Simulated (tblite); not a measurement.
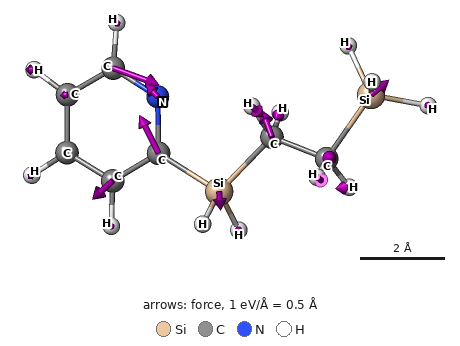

Starting geometry of C$_{7}$H$_{13}$NSi$_{2}$ with the computed forces as purple arrows. A ball-and-stick model, seen at a tilt.

These are results of tblite 0.8.0, GFN2-xTB geometry optimisation, gas phase, not measurements. 

Question: What follows when this structure is relaxed?

Answer: It isn't relaxed: the largest force vector, on a C atom, is 2.54 eV/Å. The final displacements have little in common with the starting forces (cosine between the two patterns 0.11). The largest moves after the best rigid fit, 1.06 Å, are those of H atoms. Largest moves by element: H 1.06 Å, Si 0.24 Å, C 0.16 Å, N 0.11 Å. Among the contacts that change: C–Si 1.851 → 1.895 Å, C–N 1.362 → 1.320 Å, C–C 1.499 → 1.529 Å, C–H 1.120 → 1.091 Å. Bond angles that change, for instance: H–C–H 113.9° → 106.0°, Si–C–C 105.7° → 112.6°, C–C–H 114.6° → 109.2°. Groups turn about C–Si by about 45°. Over 133 geometry steps the energy falls by 0.449 eV. Cost: 1.5 s on 1 thread of Arm Neoverse V1 (shared host).
